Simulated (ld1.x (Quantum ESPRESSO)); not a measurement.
# A TM potential for indium, from input to tests

Do these settings give a usable potential? It is generated, then checked for transferability, scattering, ghosts and hardness.

Method: ld1.x (Quantum ESPRESSO) 7.5, PBE, scalar-relativistic.

1 further run of the same task is left out (it didn't finish).

## 1. Starting point

The settings as typed:

```
element                        : indium (In, Z = 49)
type                           : norm-conserving Troullier–Martins (Kleinman–Bylander form)
frozen core                    : [Ar] 3d10
valence charge                 : 21
reference configuration        : 4s2 4p6 4d10 5s2 5p0 (charge +1)
partial waves                  : 4s (bound): rc 1.10 bohr; 4p (bound): rc 1.34 bohr; 4d (bound): rc 1.14 bohr
occupied shells without a wave : 5s
local potential                : the d channel
core correction                : Bessel-smoothed model core inside 1.00 bohr
```

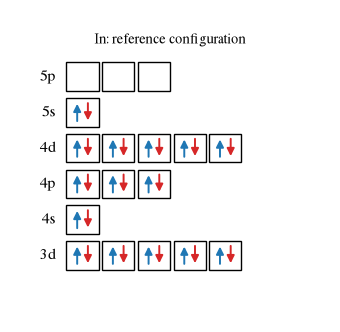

The outer shells as boxes. The arrows follow Hund's rule for the drawing; the calculation itself is spin-unpolarised.

## 2. Generating the potential

The input, In.in:

```
 &input
   title='In', zed=49., rel=1, dft='PBE', iswitch=3,
   config='[Kr] 4d10 5s2 5p0',
   nld=3, rlderiv=1.45, eminld=-11.0, emaxld=5.0, deld=0.04
 /
 &inputp
   pseudotype=2, tm=.true., lloc=2,
   nlcc=.true., new_core_ps=.true., rcore=1.00,
   file_pseudopw='In.UPF', file_wfcaegen='ae.wfc', file_wfcncgen='nc.wfc', file_beta='beta', file_chi='chi'
 /
3
4S  1  0   2.00   0.00  1.10  1.10  0.0
4P  2  1   6.00   0.00  1.34  1.34  0.0
4D  3  2  10.00   0.00  1.14  1.14  0.0
 &test
   configts(1)='4s2 4p6 4d10 5s2 5p0'
 /
```

The run is started by

```console
$ ld1.x < In.in > In.out
```

Output in In.out (without the banner and most projector matrices):

```text
     Program LD1 v.7.5
     --------------------------- All-electron run ----------------------------

     In
     scalar relativistic calculation

     atomic number is 49.00
     dft =PBE   lsd =0 sic =0 latt =0  beta=0.20 tr2=1.0E-14
     Exchange-correlation= PBE
                           (   1   4   3   4   0   0   0)
     mesh =1241 r(mesh) = 100.30140 a.u. xmin = -7.00 dx = 0.01250
     1 Ry =  13.60569312 eV, c = 137.03599908

     n l     nl                  e(Ry)          e(Ha)          e(eV)
     1 0     1S 1( 2.00)     -2040.4618     -1020.2309    -27761.8971
     2 0     2S 1( 2.00)      -305.9826      -152.9913     -4163.1056
     2 1     2P 1( 6.00)      -274.6867      -137.3433     -3737.3027
     3 0     3S 1( 2.00)       -58.5072       -29.2536      -796.0309
     3 1     3P 1( 6.00)       -48.2591       -24.1295      -656.5983
     4 0     4S 1( 2.00)        -9.3434        -4.6717      -127.1231
     4 1     4P 1( 6.00)        -6.2914        -3.1457       -85.5983
     3 2     3D 1(10.00)       -32.3522       -16.1761      -440.1735
     4 2     4D 1(10.00)        -1.9163        -0.9582       -26.0728
     5 0     5S 1( 2.00)        -1.0969        -0.5485       -14.9247
     5 1     5P 1( 0.00)        -0.6197        -0.3098        -8.4313

     final scf error:  8.9E-15 reached in  26 iterations

     Etot =  -11762.883901 Ry,   -5881.441951 Ha, -160042.188604 eV

     Ekin =   12260.741997 Ry,    6130.370998 Ha,  166815.893070 eV
     Encl =  -28416.073861 Ry,  -14208.036930 Ha, -386620.380710 eV
     Eh   =    4711.107852 Ry,    2355.553926 Ha,   64097.887702 eV
     Exc  =    -318.659889 Ry,    -159.329945 Ha,   -4335.588665 eV

     normalization and overlap integrals

     s(1S/1S) =  1.000000  <r> =   0.0297  <r2> =    0.0012  r(max) =   0.0192
     s(2S/2S) =  1.000000  <r> =   0.1285  <r2> =    0.0195  r(max) =   0.1090
     s(2P/2P) =  1.000000  <r> =   0.1122  <r2> =    0.0154  r(max) =   0.0870
     s(3S/3S) =  1.000000  <r> =   0.3486  <r2> =    0.1390  r(max) =   0.3153
     s(3P/3P) =  1.000000  <r> =   0.3471  <r2> =    0.1399  r(max) =   0.3075
     s(4S/4S) =  1.000000  <r> =   0.8481  <r2> =    0.8144  r(max) =   0.7658
     s(4P/4P) =  1.000000  <r> =   0.9219  <r2> =    0.9726  r(max) =   0.8152
     s(3D/3D) =  1.000000  <r> =   0.3243  <r2> =    0.1250  r(max) =   0.2581
     s(4D/4D) =  1.000000  <r> =   1.1783  <r2> =    1.6645  r(max) =   0.9354
     s(5S/5S) =  1.000000  <r> =   2.4822  <r2> =    7.0059  r(max) =   2.1079
     s(5P/5P) =  1.000000  <r> =   3.1915  <r2> =   11.6886  r(max) =   2.6397

     ------------------------ End of All-electron run ------------------------

     --------------------- Generating NC pseudopotential ---------------------

      Generating local pot.: lloc=2, matching radius rcloc =   1.1400

      Computing core charge for nlcc:

       r > 1.01 : true rho core
      Core charge pseudized with two Bessel functions
      Integrated core pseudo-charge :   3.51

      Wfc   4S  rcut= 1.087  Using Troullier-Martins method

      Wfc   4P  rcut= 1.327  Using Troullier-Martins method

     ------------------- End of pseudopotential generation -------------------

     [... the all-electron block is printed once more ...]


     Computing logarithmic derivative in   1.45783
     Computing logarithmic derivative in   1.45783
     Computing the partial wave expansion
     R is outside the sphere for l=    0 j= 0.00
     R is outside the sphere for l=    1 j= 0.00
       no projector for channel:   2

     ---------------------- Testing the pseudopotential ----------------------

     In
     scalar relativistic calculation

     atomic number is 49.00   valence charge is 21.00
     dft =PBE   lsd =0 sic =0 latt =0  beta=0.20 tr2=1.0E-14
     mesh =1241 r(mesh) = 100.30140 xmin = -7.00 dx = 0.01250

     n l     nl             e AE (Ry)        e PS (Ry)    De AE-PS (Ry)
     1 0     4S   1( 2.00)       -9.34337       -9.34343        0.00006
     2 1     4P   1( 6.00)       -6.29136       -6.29138        0.00002
     3 2     4D   1(10.00)       -1.91631       -1.91632        0.00001
     2 0     5S   1( 2.00)       -1.09694       -1.11737        0.02043  !
     3 1     5P   1( 0.00)       -0.61969       -0.62548        0.00579  !

     eps = 9.1E-15  iter = 17

     Etot =  -11762.883901 Ry,   -5881.441951 Ha, -160042.188604 eV
     Etotps =  -384.499997 Ry,    -192.249999 Ha,   -5231.388971 eV

     Ekin =     138.546188 Ry,      69.273094 Ha,    1885.016914 eV
     Encl =    -817.934564 Ry,    -408.967282 Ha,  -11128.566672 eV
     Ehrt =     312.062267 Ry,     156.031134 Ha,    4245.823441 eV
     Ecxc =     -38.559898 Ry,     -19.279949 Ha,    -524.634142 eV
     (Ecc =      -3.465430 Ry,      -1.732715 Ha,     -47.149577 eV)
     Epseu=      21.386010 Ry,      10.693005 Ha,     290.971488 eV

     ---------------------- End of pseudopotential test ----------------------
```

Wall time 1.6 s (1 thread, shared host). (Generation and the later configuration tests together.)

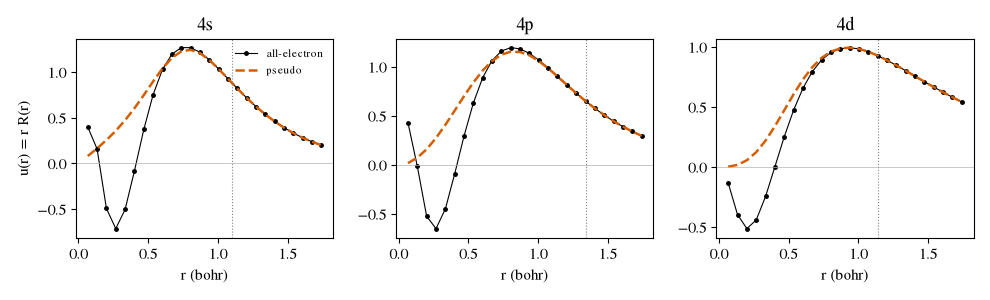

Bound waves of the atom and their pseudo partners (4s, 4p, 4d), with the matching radii dotted. The curves join 26 sampled radii, too few to resolve the innermost nodes.

## 3. Transferability test

The input, In.test.in:

```
 &input
   title='In', zed=49., rel=1, dft='PBE', iswitch=2,
   config='[Kr] 4d10 5s2 5p0'
 /
 &test
   file_pseudo='In.UPF', nconf=8,
   configts(1)='4s2 4p6 4d10 5s2 5p0',
   configts(2)='4s2 4p6 4d10 5s2 5p1',
   configts(3)='4s2 4p6 4d10 5s1 5p0',
   configts(4)='4s2 4p6 4d10 5s0 5p0',
   configts(5)='4s2 4p6 4d10 5s0 5p3',
   configts(6)='4s2 4p6 4d9 5s2 5p2',
   configts(7)='4s2 4p6 4d9 5s2 5p1',
   configts(8)='4s2 4p6 4d10 5s2 5p1.3'
 /
```

The run is started by

```console
$ ld1.x < In.test.in > In.test.out
```

In.test.out, the pseudopotential blocks:

```text
     ---------------------- Testing the pseudopotential ----------------------

     In
     scalar relativistic calculation

     atomic number is 49.00   valence charge is 21.00
     dft =PBE   lsd =0 sic =0 latt =0  beta=0.20 tr2=1.0E-14
     mesh =1241 r(mesh) = 100.30140 xmin = -7.00 dx = 0.01250

     n l     nl             e AE (Ry)        e PS (Ry)    De AE-PS (Ry)
     1 0     4S   1( 2.00)       -9.34337       -9.34343        0.00006
     2 1     4P   1( 6.00)       -6.29136       -6.29138        0.00002
     3 2     4D   1(10.00)       -1.91631       -1.91632        0.00001
     2 0     5S   1( 2.00)       -1.09694       -1.11737        0.02043  !
     3 1     5P   1( 0.00)       -0.61969       -0.62548        0.00579  !

     eps = 9.1E-15  iter = 17

     Etot =  -11762.883901 Ry,   -5881.441951 Ha, -160042.188603 eV
     Etotps =  -384.499997 Ry,    -192.249999 Ha,   -5231.388972 eV

     Ekin =     138.546188 Ry,      69.273094 Ha,    1885.016914 eV
     Encl =    -817.934564 Ry,    -408.967282 Ha,  -11128.566672 eV
     Ehrt =     312.062267 Ry,     156.031134 Ha,    4245.823441 eV
     Ecxc =     -38.559898 Ry,     -19.279949 Ha,    -524.634142 eV
     (Ecc =      -3.465430 Ry,      -1.732715 Ha,     -47.149577 eV)
     Epseu=      21.386010 Ry,      10.693005 Ha,     290.971488 eV

     ---------------------- End of pseudopotential test ----------------------

     ---------------------- Testing the pseudopotential ----------------------

     In
     [...]
     n l     nl             e AE (Ry)        e PS (Ry)    De AE-PS (Ry)
     1 0     4S   1( 2.00)       -8.79479       -8.78446       -0.01033  !
     2 1     4P   1( 6.00)       -5.74245       -5.73224       -0.01020  !
     3 2     4D   1(10.00)       -1.36879       -1.35884       -0.00995  !
     2 0     5S   1( 2.00)       -0.60349       -0.60797        0.00447
     3 1     5P   1( 1.00)       -0.18511       -0.17442       -0.01068  !

     eps = 5.2E-15  iter = 13

     Etot =  -11763.278081 Ry,   -5881.639040 Ha, -160047.551690 eV
     Etotps =  -384.890692 Ry,    -192.445346 Ha,   -5236.704641 eV
     dEtot_ae =      -0.394180 Ry
     dEtot_ps =      -0.390694 Ry,   Delta E=      -0.003485 Ry

     [...]
     ---------------------- End of pseudopotential test ----------------------

     ---------------------- Testing the pseudopotential ----------------------

     In
     [...]
     n l     nl             e AE (Ry)        e PS (Ry)    De AE-PS (Ry)
     1 0     4S   1( 2.00)      -10.12208      -10.14159        0.01951  !
     2 1     4P   1( 6.00)       -7.06995       -7.08854        0.01859  !
     3 2     4D   1(10.00)       -2.68486       -2.70229        0.01743  !
     2 0     5S   1( 1.00)       -1.73982       -1.78571        0.04590  !
     3 1     5P   1( 0.00)       -1.19185       -1.22136        0.02952  !

     eps = 6.8E-15  iter = 12

     Etot =  -11761.470178 Ry,   -5880.735089 Ha, -160022.953921 eV
     Etotps =  -383.053106 Ry,    -191.526553 Ha,   -5211.703006 eV
     dEtot_ae =       1.413723 Ry
     dEtot_ps =       1.446892 Ry,   Delta E=      -0.033169 Ry

     [...]
     ---------------------- End of pseudopotential test ----------------------

     ---------------------- Testing the pseudopotential ----------------------

     In
     [...]
     n l     nl             e AE (Ry)        e PS (Ry)    De AE-PS (Ry)
     1 0     4S   1( 2.00)      -10.97255      -11.01324        0.04069  !
     2 1     4P   1( 6.00)       -7.91933       -7.95807        0.03875  !
     3 2     4D   1(10.00)       -3.51966       -3.55594        0.03628  !
     2 0     5S   1( 0.00)       -2.43012       -2.50372        0.07360  !
     3 1     5P   1( 0.00)       -1.81351       -1.87370        0.06019  !

     eps = 3.5E-15  iter = 11

     Etot =  -11759.388675 Ry,   -5879.694338 Ha, -159994.633626 eV
     Etotps =  -380.912081 Ry,    -190.456041 Ha,   -5182.572886 eV
     dEtot_ae =       3.495226 Ry
     dEtot_ps =       3.587916 Ry,   Delta E=      -0.092690 Ry

     [...]
     ---------------------- End of pseudopotential test ----------------------

     ---------------------- Testing the pseudopotential ----------------------

     In
     [...]
     n l     nl             e AE (Ry)        e PS (Ry)    De AE-PS (Ry)
     1 0     4S   1( 2.00)       -9.03134       -9.02805       -0.00330
     2 1     4P   1( 6.00)       -5.97880       -5.97460       -0.00420
     3 2     4D   1(10.00)       -1.59542       -1.58986       -0.00556  !
     2 0     5S   1( 0.00)       -0.73951       -0.74875        0.00924  !
     3 1     5P   1( 3.00)       -0.28182       -0.26962       -0.01220  !

     eps = 5.9E-15  iter = 19

     Etot =  -11762.399986 Ry,   -5881.199993 Ha, -160035.604596 eV
     Etotps =  -383.975535 Ry,    -191.987768 Ha,   -5224.253301 eV
     dEtot_ae =       0.483916 Ry
     dEtot_ps =       0.524462 Ry,   Delta E=      -0.040546 Ry

     [...]
     ---------------------- End of pseudopotential test ----------------------

     ---------------------- Testing the pseudopotential ----------------------

     In
     [...]
     n l     nl             e AE (Ry)        e PS (Ry)    De AE-PS (Ry)
     1 0     4S   1( 2.00)       -9.28486       -9.26229       -0.02257  !
     2 1     4P   1( 6.00)       -6.21432       -6.19353       -0.02079  !
     3 2     4D   1( 9.00)       -1.77783       -1.75942       -0.01842  !
     2 0     5S   1( 2.00)       -0.75443       -0.75816        0.00373
     3 1     5P   1( 2.00)       -0.27030       -0.25540       -0.01490  !

     eps = 7.5E-15  iter = 15

     Etot =  -11761.932561 Ry,   -5880.966280 Ha, -160029.244958 eV
     Etotps =  -383.546105 Ry,    -191.773053 Ha,   -5218.410605 eV
     dEtot_ae =       0.951340 Ry
     dEtot_ps =       0.953892 Ry,   Delta E=      -0.002552 Ry

     [...]
     ---------------------- End of pseudopotential test ----------------------

     ---------------------- Testing the pseudopotential ----------------------

     In
     [...]
     n l     nl             e AE (Ry)        e PS (Ry)    De AE-PS (Ry)
     1 0     4S   1( 2.00)       -9.86194       -9.84700       -0.01493  !
     2 1     4P   1( 6.00)       -6.79141       -6.77812       -0.01328  !
     3 2     4D   1( 9.00)       -2.35305       -2.34184       -0.01121  !
     2 0     5S   1( 2.00)       -1.27855       -1.29467        0.01612  !
     3 1     5P   1( 1.00)       -0.74467       -0.74235       -0.00232

     eps = 1.2E-16  iter = 13

     Etot =  -11761.432155 Ry,   -5880.716077 Ha, -160022.436583 eV
     Etotps =  -383.055077 Ry,    -191.527539 Ha,   -5211.729831 eV
     dEtot_ae =       1.451747 Ry
     dEtot_ps =       1.444920 Ry,   Delta E=       0.006827 Ry

     [...]
     ---------------------- End of pseudopotential test ----------------------

     ---------------------- Testing the pseudopotential ----------------------

     In
     [...]
     n l     nl             e AE (Ry)        e PS (Ry)    De AE-PS (Ry)
     1 0     4S   1( 2.00)       -8.66355       -8.65324       -0.01031  !
     2 1     4P   1( 6.00)       -5.61114       -5.60096       -0.01017  !
     3 2     4D   1(10.00)       -1.23747       -1.22760       -0.00987  !
     2 0     5S   1( 2.00)       -0.48053       -0.48401        0.00348
     3 1     5P   1( 1.30)       -0.07809       -0.06613       -0.01196  !

     eps = 6.7E-15  iter = 16

     Etot =  -11763.317192 Ry,   -5881.658596 Ha, -160048.083822 eV
     Etotps =  -384.926334 Ry,    -192.463167 Ha,   -5237.189578 eV
     dEtot_ae =      -0.433291 Ry
     dEtot_ps =      -0.426337 Ry,   Delta E=      -0.006954 Ry

     [...]
     ---------------------- End of pseudopotential test ----------------------
```

The tests as a table, with energies relative to 4s2 4p6 4d10 5s2 5p0.

```tsv
valence configuration	charge	ΔE all-electron (eV)	error AE − PS (meV)
4s2 4p6 4d10 5s2 5p1	0	-5.363	-47
4s2 4p6 4d10 5s1 5p0	+2	19.235	-451
4s2 4p6 4d10 5s0 5p0	+3	47.555	-1261
4s2 4p6 4d10 5s0 5p3	0	6.584	-552
4s2 4p6 4d9 5s2 5p2	0	12.944	-35
4s2 4p6 4d9 5s2 5p1	+1	19.752	+93
4s2 4p6 4d10 5s2 5p1.3	-0.3	-5.895	-95
```

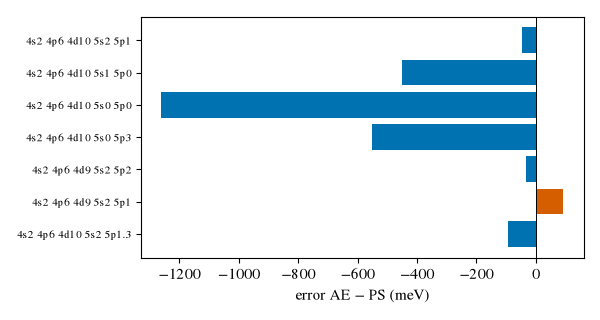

Error of the potential in each test configuration.

## 4. Logarithmic derivatives

Taken from the files of the generation run. The phase is arctan(r·u′/u) with u = r·R, unwrapped, with energies in Ry. A pole is an energy at which the radial function vanishes at the test radius. The pseudo phase is shifted by a multiple of π to meet the all-electron one at the reference energy. Levels narrower than the energy grid can be missing from the poles. The last column is the largest difference on the grid between −1 and +1 Ry.

```tsv
channel	radius (bohr)	reference (Ry)	poles AE	poles PS	window around the reference with phases within 0.05 rad (Ry)	largest difference near zero (rad)
s	1.46	-9.34	-8.41	-8.41	below 0.3	0.085
p	1.46	-6.29	-4.89	-4.89	below 2.7	0.017
d	1.46	-1.92	0.62	0.62	the whole range	0.000
```

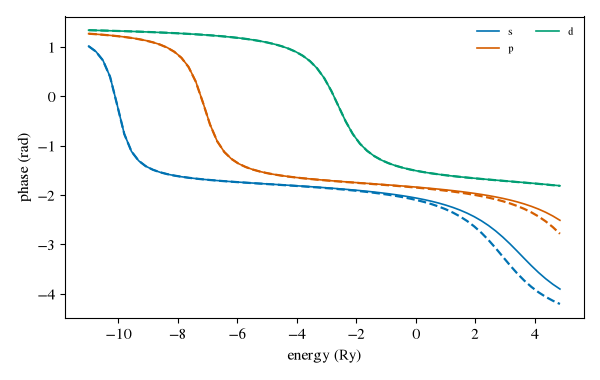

All-electron (solid) and pseudo (dashed) phases against energy.

## 5. Plane-wave convergence, by spherical Bessel functions

A separate test, outside the generator: the pseudo-atom's Hamiltonian at the reference potential is diagonalised in spherical Bessel functions j_l(qr) that vanish at 20 bohr, with q² up to the cutoff.

All-electron valence levels (Ry): 4s -9.3434, 5s -1.0969, 4p -6.2914, 5p -0.6197, 4d -1.9163. The lowest levels of each channel (Ry) by cutoff; the last column sums, over occupied levels, occupation times the distance from the level at 400 Ry. A positive value at high cutoff is not a bound level.

```csv
cutoff (Ry),s #1,s #2,p #1,p #2,d #1,f #1,Σ f·Δε (mRy)
8,-8.3458,-0.9487,-3.4638,-0.4094,-0.4006,-0.0527,34455.6
18,-8.6770,-1.0730,-5.6999,-0.5615,-0.9189,-0.0527,14944.2
30,-8.9030,-1.0799,-6.2499,-0.6177,-1.4262,-0.0528,6105.6
50,-9.2754,-1.1080,-6.2837,-0.6254,-1.8428,-0.0528,935.6
80,-9.3089,-1.1108,-6.2908,-0.6254,-1.9130,-0.0528,119.0
120,-9.3360,-1.1161,-6.2913,-0.6255,-1.9162,-0.0528,19.1
140,-9.3414,-1.1170,-6.2913,-0.6255,-1.9162,-0.0528,5.9
180,-9.3420,-1.1171,-6.2914,-0.6255,-1.9163,-0.0528,3.5
230,-9.3432,-1.1173,-6.2914,-0.6255,-1.9163,-0.0528,0.6
300,-9.3434,-1.1174,-6.2914,-0.6255,-1.9163,-0.0528,0.1
400,-9.3434,-1.1174,-6.2914,-0.6255,-1.9163,-0.0528,0.0
```

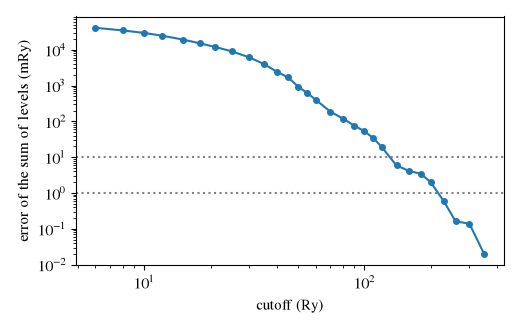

Occupation-weighted error of the valence levels against the cutoff; the dotted lines mark 10 and 1 mRy.

The sum stays within 10 mRy from 140 Ry and within 1 mRy from 230 Ry. The sum leaves out empty levels, which can need more. Ghost test: no level below the all-electron spectrum of its channel (s, p, d, f tested).

## 6. What came out

```
                                                quantity                                value
               cutoffs for 10 and 1 mRy, occupied levels                    140 Ry and 230 Ry
                                            bound ghosts                           none found
                       largest miss of a reference level                         278 meV (5s)
                            largest test error (AE − PS)  -1261 meV, for 4s2 4p6 4d10 5s0 5p0
largest phase difference near zero energy, channels read                            0.085 rad
```

In words: Already in the reference configuration the 5s level is off by 278 meV; it has no partial wave or projector of its own. By total energies transferability is poor: the largest error is 1261 meV on 47.6 eV, for 4s2 4p6 4d10 5s0 5p0. That test lies far up in energy; among those under 40 eV, nearer to bonding, the largest error is 552 meV. The potential is very hard: the looser tolerance needs 140 Ry. The slowest occupied level is 4s: taken alone it needs 200 Ry to come within 1 mRy, against 140 Ry for 5s. The Bessel-basis test finds no level below the valence levels. Of the channels read, s scatters worst near zero energy, by up to 0.08 rad. All of this concerns the isolated atom, not yet a solid.
